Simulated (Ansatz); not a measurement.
C3H7Cl2In (SMILES C[CH](C)[In]([Cl])[Cl])

The calculation's input:

```
crystal:
  periodic: [false, false, false]
  atoms:
    - {symbol: C, position_ang: [0.327383, -1.409153, 0.498793]}
    - {symbol: C, position_ang: [0.431448, 0.075885, 0.192118]}
    - {symbol: C, position_ang: [0.795040, 0.362474, -1.255653]}
    - {symbol: In, position_ang: [-1.386721, 1.107846, 0.748758]}
    - {symbol: Cl, position_ang: [-2.133779, 3.075107, -0.254973]}
    - {symbol: Cl, position_ang: [-2.844615, 0.385436, 2.418374]}
    - {symbol: H, position_ang: [-0.425519, -1.900632, -0.123155]}
    - {symbol: H, position_ang: [0.073723, -1.605016, 1.542539]}
    - {symbol: H, position_ang: [1.285528, -1.899953, 0.290900]}
    - {symbol: H, position_ang: [1.179685, 0.530226, 0.850283]}
    - {symbol: H, position_ang: [0.876171, 1.431234, -1.463778]}
    - {symbol: H, position_ang: [1.760934, -0.097997, -1.494764]}
    - {symbol: H, position_ang: [0.060713, -0.055458, -1.949450]}
basis:
  gaussian: {orbitals: def2-TZVPP}
hamiltonian: {xc: pbe0, dispersion: d4}
output: {orbitals: {seedname: orbitals}}
```

Run with:

```sh
ansatz run in.yaml --threads 4 --pin off --events-out ev --progress --plain --max-ram 11315MiB
```

Geometry: PBE0-D4/def2-TZVP; core potentials replace the inner electrons of In.

The calculation used Ansatz 0.2.0, RKS PBE0-D4/def2-TZVPP.

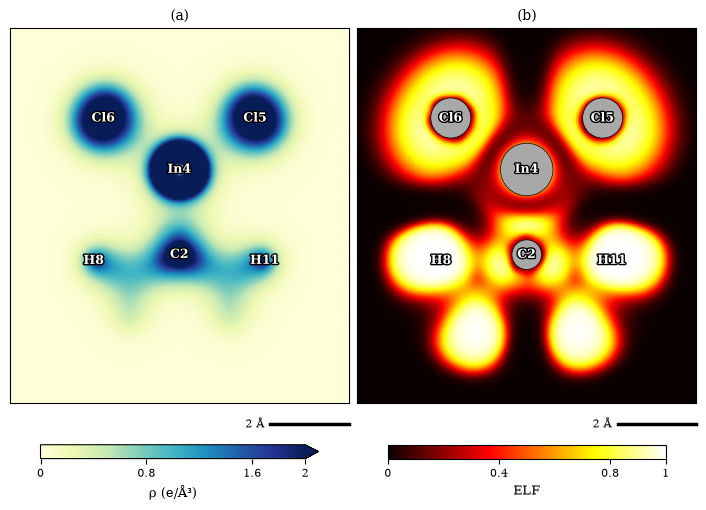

Figure 1. (a) electron density; (b) ELF on the plane of atoms C2, In4 and Cl5. Grey discs cover the atomic cores in the ELF map.

Read the bonding off the picture.

Answer.
- Atoms in the plane: C, In, Cl and H.
- C–In (2.16 Å): the density is about 0.68 e/Å³ at the midpoint; the ELF peaks at about 0.85 in the valence shell of C, 0.7 Å from its nucleus, and drops to about 0.20 between the two atoms.
- In–Cl (2.33 Å): the density is about 0.58 e/Å³ at the midpoint; the ELF peaks at about 0.80 in the valence shell of Cl, 0.8 Å from its nucleus, and drops to about 0.15 between the two atoms.
- The ELF also peaks beside Cl5 and Cl6, away from the bonds: lone-pair regions.

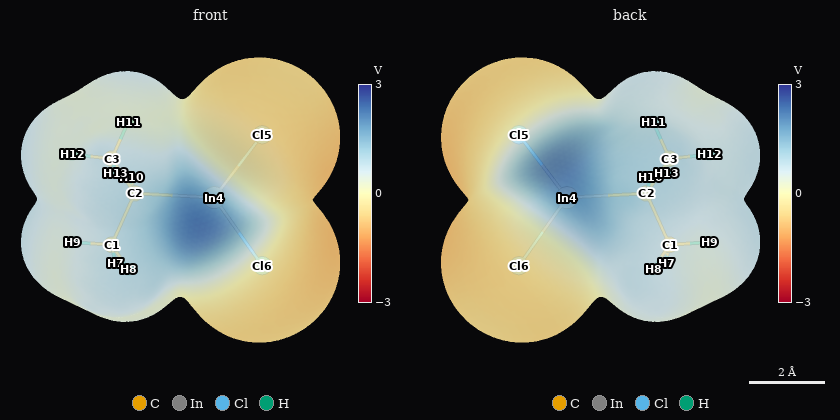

Figure 2. The molecular electrostatic potential painted on the density surface at 0.001 e/bohr³, seen from the front and from behind; red is negative and blue positive.

Describe the electrostatic potential map.

Answer. The most negative region (about −0.9 V, or −21 kcal/mol for a unit charge) lies over Cl5 and Cl6, the most positive (about +2.4 V, or +55 kcal/mol for a unit charge) over In4.

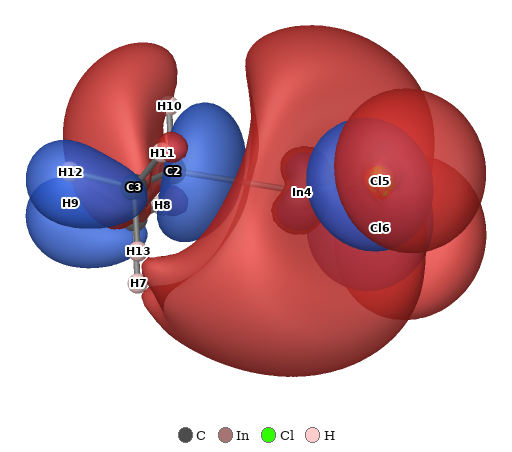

Figure 3. The LUMO at ±0.04 Å⁻³ᐟ² (red and blue are the two phases), seen from one side.

Where does this orbital lie, and at what energy?

Answer. It lies mainly on In4 (about 45 %), C2 (about 15 %), Cl5 (about 15 %) and Cl6 (about 15 %). Its energy is −1.60 eV.

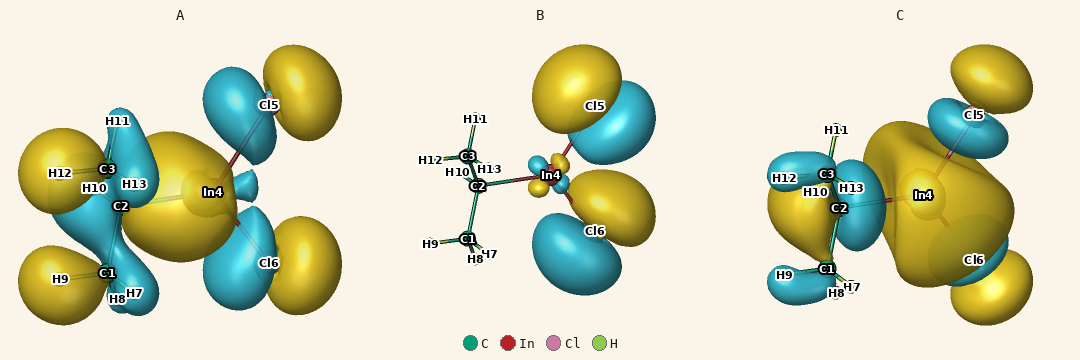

Figure 4. Three frontier orbitals at ±0.06 Å⁻³ᐟ² (yellow and cyan are the two phases), in no order.

Which picture is the HOMO−1, the HOMO and the LUMO?

Answer. B is the HOMO−1 (−8.61 eV). Its weight (Hirshfeld) is mainly on Cl5 (about 45 %) and Cl6 (about 45 %); largely a combination of lone pairs on Cl5 and Cl6. A is the HOMO (−7.85 eV). By Hirshfeld shares it lies mainly on C2 (about 25 %), In4 (about 20 %), Cl5 (about 15 %) and Cl6 (about 15 %). C is the LUMO (−1.60 eV). By Hirshfeld shares it lies mainly on In4 (about 45 %), C2 (about 15 %), Cl5 (about 15 %) and Cl6 (about 15 %).

What is the HOMO–LUMO gap?

Answer. 6.25 eV between the orbital energies.
